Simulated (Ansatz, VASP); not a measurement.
## F (F2): VASP beside Ansatz

One calculation is typed for both programs; each brings its own data sets and cutoff. How far apart do they land? The cell is taken from a series of runs on this material, whose earlier steps may have relaxed or scaled it; both programs get it as it stands.

Main program and level: Ansatz 0.2.0; plane waves, with VASP 6.6.1 beside it; single point at r2SCAN with rVV10 and single point at PBEsol.

## Step 1: Starting point

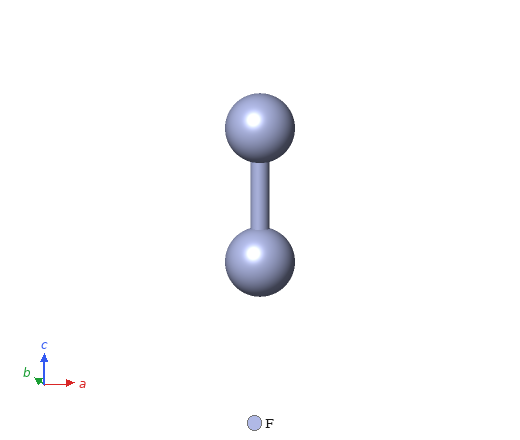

The starting structure, seen slightly off an axis (fluorine light blue).

The cell holds 2 atoms: 2 F. Cell: a = 10.000 Å, b = 10.500 Å, c = 13.000 Å, α = 90.0°, β = 90.0°, γ = 90.0°. Vacuum lies along a, b and c.

## Step 2: Ansatz: single point, r2SCAN with rVV10

Ansatz runs on its default PAW (the set named soft_2) files.

A single point gives forces, pressure and levels at one fixed geometry, so differences don't come from the geometry; what else differs is listed under the comparison.

input.yaml reads:

```yaml
crystal:
  lattice:
    - [10.0, 0.0, 0.0]
    - [0.0, 10.5, 0.0]
    - [0.0, 0.0, 13.0]
  atoms:
    - { symbol: F, position: [0.4999999995, 0.5000000007, 0.4452699472] }
    - { symbol: F, position: [0.5000000005, 0.4999999993, 0.5547300528] }
hamiltonian:
  xc: r2scan
  pseudopotentials: { kind: paw }
  dispersion: rvv10
kpoints:
  mp_grid: { grid: [1, 1, 1] }
scf:
  occupations: { method: gaussian, width: 0.01 }
  n_extra_bands: 4
output:
  forces: true
  eigenvalues: true
```

Launch:

```
> ansatz run input.yaml --threads 2 --pin off --max-ram 4608MiB --backend cpu --events-out ev --progress --plain --runs-dir out
```

Numbers of over 12 decimals in the logs are rounded to 6 here.

What it wrote:

```text
scf.n_extra_bands = 4 over 7 filled bands (N_el = 14.0): the run solves 11 bands
Engine: ansatz 0.2.0, aarch64-unknown-linux-gnu
Pseudopotentials: kind: paw
Pseudopotential: F, paw, valence charge 7, recommended cutoff 500 eV (meta_gga), F.paw.azcp
Functional definition: r2SCAN+rVV10
  parameter k0 = 0.174
  parameter k1 = 0.065
  parameter a1 = 4.9479
  exchange = r2scan_x(k0 = k0, k1 = k1, a1 = a1)
  correlation = r2scan_c + rvv10(11.95, 0.0093)
Crystal: 2 atoms, lattice volume = 1365.000 Å³
Basis set: ecut = 500 eV, 34665 PW (Γ), exchange–correlation on 360×360×432 points (64 copies of the dense FFT grid, shifted against one another)
Bands: 11, of which v1, the nominal top of the filled ones, is band 7 counted from 1 (6 counted from 0)
Symmetry: 8 space group operations
Space group: Pmmm (ITA 47), of the structure as read, at distance tolerance 1.1e-4 Å
k-points: 1
Non-local potential: F, projectors of the file, l = 0: 2, l = 1: 2, l = 2: 1
PAW form: soft (Blöchl's): semilocal exchange-correlation on the pseudo side does not see the compensation charge
rVV10 density: all electrons in the spheres
PAW frozen core: F, regenerated for the run's functional (the file was generated under x = pbe(κ = 0.804, μ = 0.219515), c = pbe(β = 0.066725))
PAW one-centre angular grid: F, 302 points (default); XC on 160 Gauss nodes
Initial density: superposition of atomic densities (neutral atoms: chi_scale 0, normalization atom), corrected by the library's trained network
Initial wavefunctions: pseudopotential atomic-orbital guess
Functional: x = r2scan, c = r2scan + rvv10(b = 11.95, C = 0.0093); τ floored in thin density (d = 2e-4 eV/Å³)
SCF iter   1: F=—  HF=-1612.894382 eV  |F-HF|=—  |Δ(HF+E_count)|=         —  Δρ=1.07e-3  dr2=1.11e-2  dr2_τ=1.16e-1  ethr=1.77e-3  ⟨swp⟩=5.0  Hψ=59  notcnv=0
preconditioner: auto → Resta (q_TF=auto, 1.272 Å⁻¹)  ε∞=1.1  [insulator: Δε(μ)=4.378 eV  Ē_g=11.622 eV  σ=0.010 eV  W_gap=1.00  n_scr=40 (ndim 8)  ℏωp=3.2 eV  f_vac=0.951  D(μ)=0.00/eV (n_scr^D=0)  ε∞_Penn≈1.1  vacuum switching on, ρ_ref=9.8e-3 e/Å³]
SCF iter   2: F=—  HF=-1612.906401 eV  |F-HF|=—  |Δ(HF+E_count)|=   1.20e-2  Δρ=5.40e-4  dr2=1.03e-3  dr2_τ=3.86e-4  ethr=7.95e-5  ⟨swp⟩=3.0  Hψ=31  notcnv=0
SCF iter   3: F=—  HF=-1612.908563 eV  |F-HF|=—  |Δ(HF+E_count)|=   2.16e-3  Δρ=2.09e-4  dr2=2.01e-4  dr2_τ=6.11e-5  ethr=7.34e-6  ⟨swp⟩=3.0  Hψ=22  notcnv=0
SCF iter   4: F=—  HF=-1612.909525 eV  |F-HF|=—  |Δ(HF+E_count)|=   9.62e-4  Δρ=8.88e-6  dr2=2.55e-7  dr2_τ=1.05e-7  ethr=1.44e-6  ⟨swp⟩=5.0  Hψ=28  notcnv=0
SCF iter   5: F=—  HF=-1612.909545 eV  |F-HF|=—  |Δ(HF+E_count)|=   2.00e-5  Δρ=1.54e-6  dr2=1.33e-8  dr2_τ=4.38e-9  ethr=1.82e-9  ⟨swp⟩=3.0  Hψ=23  notcnv=0
SCF iter   6: F=-1612.909545 eV  HF=-1612.909545 eV  |F-HF|=1.13e-9  |Δ(HF+E_count)|=   3.59e-8  Δρ=4.43e-7  dr2=8.06e-10  dr2_τ=3.16e-10  ethr=9.53e-11  ⟨swp⟩=4.0  Hψ=50  notcnv=0
SCF 1 converged in 6 iterations: F = -1612.909545 eV  dr2 = 8.06e-10
  greatest PAW one-centre occupation: 0.941 electrons in one spin orbital (limit 2), on the F atom at site 1 (counted from 0), in its partial waves of l = 0
SCF converged after 6 iterations
Free energy (F): -1612.909545 eV
Harris-Foulkes:  -1612.909545 eV  (|F-HF|=1.13e-9)
Internal energy: -1612.909545 eV  (E = F + TS)
E sigma→0 (E₀):  -1612.909545 eV
Fermi energy:    -7.661515 eV
--- Per-component energies (eV) ---
  E_band       = -252.271243
  E_kinetic    = 405.843526
  E_local      = -3041.884819  (includes V_loc(G=0)·N_el)
  E_nonlocal   = 145.864883
  E_hartree    = 1290.889383
  E_xc         = -153.507975
  E_vxc        = -227.361367  (∫ρ·V_xc dr)
  E_paw        = -403.044665  (= ΣΔE_a)
  E_vpaw       = -134.604544  (= ΣTr[D̂ρ^β])
  E_aug_tail   = 0.001268  (compensation charges beyond the density's cutoff)
  E_vtau       = 18.090549  (kinetic-family band-sum trace: ∫τ·v_τ [+ j·A + Jᵃ·Aᵃ] dr)
  E_ewald      = 142.991638
  E_core_change = -0.062783  (= ΣΔE_core)
  E_smearing   = -0.000000  (= −TS)
  E_closure    = 0.000000  (closes the sum)
  Σ components = -1612.909545   (vs F -1612.909545, Δ=0.00e0)
--- Forces (eV/Å), atoms counted from 1 ---
  atom   1  F     -0.00000000     0.00000000     0.97369058
  atom   2  F     -0.00000000     0.00000000    -0.97369058
  max |Σ_I F_I| component: 1.55e-25 eV/Å
--- Band table (eV) ---
  k-point 0: bands = [... 3 lower, -13.2267, -13.2267, -9.8623, -9.8623, -5.4607, 0.0812, 0.9781, 0.9828]
```

Reading the cycles: dr2 is the Hartree energy of the density residual (eV), the measure of convergence; HF is the Harris–Foulkes estimate of the energy, which meets the free energy F at convergence.

## Step 3: VASP: single point, r2SCAN with rVV10

The same cell, functional, mesh and smearing now go to VASP, with its own data sets and cutoff.

Lines of VASP's logs that name or quote its potential files are left out, and so is its time.

INCAR reads:

```
SYSTEM = F
PREC = Accurate
ENCUT = 790
EDIFF = 1E-06
NELM = 100
ISMEAR = 0
SIGMA = 0.01
LREAL = .FALSE.
ALGO = Normal
METAGGA = R2SCAN
LUSE_VDW = .TRUE.
IVDW_NL = 2
BPARAM = 11.95
CPARAM = 0.0093
LASPH = .TRUE.
NBANDS = 13
LORBIT = 11
LWAVE = .FALSE.
LCHARG = .FALSE.
NCORE = 2
ISIF = 2
```

POSCAR reads:

```
F
1.0
   10.0000000000      0.0000000000      0.0000000000
    0.0000000000     10.5000000000      0.0000000000
    0.0000000000      0.0000000000     13.0000000000
F
2
Direct
    0.4999999995      0.5000000007      0.4452699472
    0.5000000005      0.4999999993      0.5547300528
```

KPOINTS reads:

```
Automatic mesh
0
Gamma
1 1 1
0 0 0
```

The projector-augmented-wave data sets are F_GW (PBE family, release 64).

Launch:

```
> mpirun -np 2 vasp_gam
```

What it wrote:

```text
[banner, memory and clock lines left out]
running    2 mpi-ranks, on    1 nodes
 distrk:  each k-point on    2 cores,    1 groups
 distr:  one band on    2 cores,    1 groups

 POSCAR found type information on POSCAR F
 POSCAR found :  1 types and       2 ions
|                                                                             |
|               ----> ADVICE to this user running VASP <----                  |
|                                                                             |
|     You have switched on vdW-DFT.                                           |
|     This routine was written and supplied by Jiri Klimes. We recommend      |
|     that you carefully read and cite the following publications:            |
|       J. Klimes, D.R. Bowler, A. Michelides                                 |
|          J. Phys.: Cond Matt. 22 022201 (2010)                              |
|       J. Klimes, D.R. Bowler, A. Michelides                                 |
|          Phys. Rev. B. 83, 195131 (2011)                                    |
|     and references therein.                                                 |
|                                                                             |

|                                                                             |
|               ----> ADVICE to this user running VASP <----                  |
|                                                                             |
|     You enforced a specific xc type in the INCAR file but a different       |
|     [... a line on the potential file left out ...]
|     I HOPE YOU KNOW WHAT YOU ARE DOING!                                     |
|                                                                             |

 LDA part: xc-table for (None), standard interpolation
 POSCAR, INCAR and KPOINTS ok, starting setup
 FFT: planning ... GRIDC
 FFT: planning ... GRID_SOFT
 FFT: planning ... GRID
 WAVECAR not read
 entering main loop
       N       E                     dE             d eps       ncg     rms          rms(c)
Total rVV10 correction in eV:      0.6035694    14.0000229
DAV:   1     0.200657037389E+03    0.20066E+03   -0.37532E+03    34   0.818E+02
DAV:   2     0.508281155050E+02   -0.14983E+03   -0.14707E+03    47   0.121E+02
DAV:   3    -0.718653186874E+01   -0.58015E+02   -0.57879E+02    36   0.130E+02
DAV:   4    -0.118072987605E+02   -0.46208E+01   -0.46204E+01    34   0.395E+01
DAV:   5    -0.118188235809E+02   -0.11525E-01   -0.11525E-01    44   0.195E+00    0.828E+00
Total rVV10 correction in eV:      0.6043498    14.0102514
DAV:   6    -0.564174592793E+01    0.61771E+01   -0.13277E+00    26   0.116E+01    0.505E+00
Total rVV10 correction in eV:      0.6049646    14.0022418
DAV:   7    -0.555366153648E+01    0.88084E-01   -0.38075E-01    26   0.592E+00    0.106E+00
Total rVV10 correction in eV:      0.6050497    14.0009756
DAV:   8    -0.555784232777E+01   -0.41808E-02   -0.22985E-02    26   0.146E+00    0.409E-01
Total rVV10 correction in eV:      0.6050061    14.0016858
DAV:   9    -0.555851020675E+01   -0.66788E-03   -0.17436E-02    34   0.124E+00    0.995E-02
Total rVV10 correction in eV:      0.6050307    14.0015604
DAV:  10    -0.555863147922E+01   -0.12127E-03   -0.91622E-04    39   0.303E-01    0.210E-02
Total rVV10 correction in eV:      0.6050412    14.0015146
DAV:  11    -0.555920334056E+01   -0.57186E-03   -0.25259E-04    44   0.126E-01    0.234E-02
Total rVV10 correction in eV:      0.6050302    14.0014144
DAV:  12    -0.555937373100E+01   -0.17039E-03   -0.48794E-05    34   0.708E-02    0.430E-03
Total rVV10 correction in eV:      0.6050145    14.0010757
DAV:  13    -0.555965124835E+01   -0.27752E-03   -0.55543E-05    34   0.995E-02    0.135E-02
Total rVV10 correction in eV:      0.6050081    14.0008355
DAV:  14    -0.555979727796E+01   -0.14603E-03   -0.51516E-05    26   0.792E-02    0.533E-03
Total rVV10 correction in eV:      0.6049977    14.0004630
DAV:  15    -0.555989909077E+01   -0.10181E-03   -0.91036E-06    26   0.374E-02    0.447E-03
Total rVV10 correction in eV:      0.6049936    14.0003633
DAV:  16    -0.555991564991E+01   -0.16559E-04   -0.34222E-06    26   0.197E-02    0.143E-03
Total rVV10 correction in eV:      0.6049879    14.0001386
DAV:  17    -0.555994184295E+01   -0.26193E-04   -0.98822E-07    26   0.135E-02    0.690E-04
Total rVV10 correction in eV:      0.6049868    14.0000881
DAV:  18    -0.555994639993E+01   -0.45570E-05   -0.19681E-07    44   0.577E-03    0.448E-04
Total rVV10 correction in eV:      0.6049845    14.0000245
DAV:  19    -0.555995054285E+01   -0.41429E-05   -0.12599E-07    26   0.584E-03    0.155E-04
Total rVV10 correction in eV:      0.6049841    14.0000126
DAV:  20    -0.555995130969E+01   -0.76684E-06   -0.96366E-09    18   0.240E-03
Total rVV10 correction in eV:      0.6049838    14.0000031
   1 F= -.55599513E+01 E0= -.55599513E+01  d E =-.140771E-66
```

OUTCAR, selected parts (step 3):

```text
ion  position               nearest neighbor table
   1  0.500  0.500  0.445-   2 1.42
   2  0.500  0.500  0.555-   1 1.42

  LATTYP: Found a simple orthorhombic cell.
 ALAT       =    10.0000000000
 B/A-ratio  =     1.0500000000
 C/A-ratio  =     1.3000000000

 Subroutine GETGRP returns: Found  8 space group operations
 (whereof  8 operations were pure point group operations)

The static configuration has the point symmetry D_2h.

 Found      1 irreducible k-points:

   k-points           NKPTS =      1   k-points in BZ     NKDIM =      1   number of bands    NBANDS=     13

   dimension x,y,z NGX =    96 NGY =   96 NGZ =  120
   dimension x,y,z NGXF=   192 NGYF=  192 NGZF=  240

   ENCUT  =  790.0 eV  58.06 Ry    7.62 a.u.  22.92 24.06 29.79*2*pi/ulx,y,z

   NELECT =      14.0000    total number of electrons

 k-points in reciprocal lattice and weights: Automatic mesh
   0.00000000  0.00000000  0.00000000       1.000

 average (electrostatic) potential at core
       1-127.9232       2-127.9232

 E-fermi :  -9.7719

 k-point     1 :       0.0000    0.0000    0.0000
  band No.  band energies     occupation
    ...
      3     -15.5366      2.00000
      4     -13.2512      2.00000
      5     -13.2511      2.00000
      6      -9.8942      2.00000
      7      -9.8942      2.00000
      8      -5.5514      0.00000
      9       0.0613      0.00000
     10       0.9551      0.00000
     11       0.9614      0.00000
     12       1.4220      0.00000
    ...

  Total       -0.1131175     -0.1083757     -1.0280631      0.0000000      0.0000000      0.0000000
  in kB       -0.1327724     -0.1272066     -1.2066955      0.0000000      0.0000000      0.0000000
  external PRESSURE =      -0.4888915 kB  Pullay stress =       0.0000000 kB

  energy-cutoff  :      790.00
  volume of cell :     1365.00
      direct lattice vectors                 reciprocal lattice vectors
    10.000000000  0.000000000  0.000000000     0.100000000  0.000000000  0.000000000
     0.000000000 10.500000000  0.000000000     0.000000000  0.095238095  0.000000000
     0.000000000  0.000000000 13.000000000     0.000000000  0.000000000  0.076923077

 POSITION                                       TOTAL-FORCE (eV/Angst)
 -----------------------------------------------------------------------------------
      5.00000      5.25000      5.78851        -0.000000      0.000000      0.660311
      5.00000      5.25000      7.21149         0.000000      0.000000     -0.660311
 -----------------------------------------------------------------------------------
    total drift:                                0.000000      0.000000      0.000000

  FREE ENERGIE OF THE ION-ELECTRON SYSTEM (eV)
  ---------------------------------------------------
  free  energy   TOTEN  =        -5.5599513097 eV

  energy  without entropy=       -5.5599513097  energy(sigma->0) =       -5.55995131

 total charge
# of ion       s       p       d       tot
------------------------------------------
    1        1.701   3.937   0.000   5.639
    2        1.701   3.937   0.000   5.639
--------------------------------------------------
tot          3.403   7.875   0.000  11.277
```

The run ends at a pressure of -0.05 GPa, with forces up to 0.66 eV/Å.

## Step 4: Side by side

Known differences besides the PAW data sets themselves: VASP keeps PBE cores, Ansatz makes them for the functional; the cutoff is 500 eV in Ansatz and 790 eV in VASP. Total energies have different zeros and are not compared.

Compared:

```csv
quantity,Ansatz,VASP,difference
gap on the k mesh (eV),4.402,4.343,+0.059
```

Forces (eV/Å; atoms numbered as in POSCAR):

```csv
atom,"Ansatz x, y, z","VASP x, y, z"
F1,"0.000, 0.000, 0.974","0.000, 0.000, 0.660"
F2,"0.000, 0.000, -0.974","0.000, 0.000, -0.660"
```

The forces differ by 181 meV/Å r.m.s., which is 47.5 % of the r.m.s. force of 0.38 eV/Å (both taken over all components).

## Step 5: Further runs

The difference is large enough to ask for its cause, so further runs change the set-up of one program at a time, as the table lists.

```csv
run,r.m.s. force difference (% of the r.m.s. force)
as above,47
VASP with the data sets F_h and a cutoff of 1240 eV,11
```

(Part 1 of 2 ends here.)

[Lines on the potential files, build, host, timing and source positions are cut from VASP's logs without a mark.]

[Logs are printed without paths, hosts, clocks, repeated set-up lines and the standing remarks that a program may print on its own settings, such as how far it seeks lower states.]

[Hosts, paths, dates, database ids (printed as entryN), source tags and the programs' standing remarks are cut or masked in the printed files.]
